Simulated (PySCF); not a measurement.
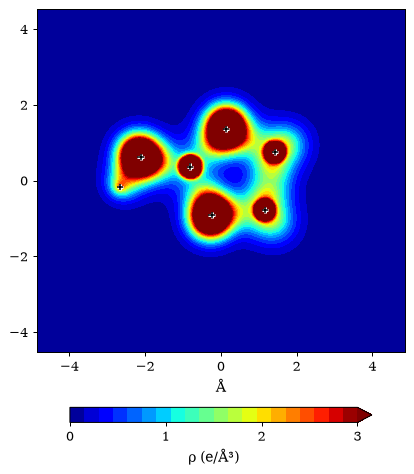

The total electron density on a plane through atoms (crosses mark nuclei in the plane).

The calculation used PBE0/def2-SVPD, SCF density, gas phase (PySCF).

Candidates:
A. C3H6BClO3
B. C5H12Ge (SMILES C=[C]([GeH3])CCC)

Which candidate gave the map?

Answer. Candidate A: C3H6BClO3 on the plane of atoms O1, B2 and O8, which holds O, B, C and H. B–O (1.34 Å): ρ is about 2.2 e/Å³ halfway. C–O (1.41 Å): the density is about 2.1 e/Å³ at the midpoint, with its minimum of 1.8 e/Å³ about 0.5 Å from C.
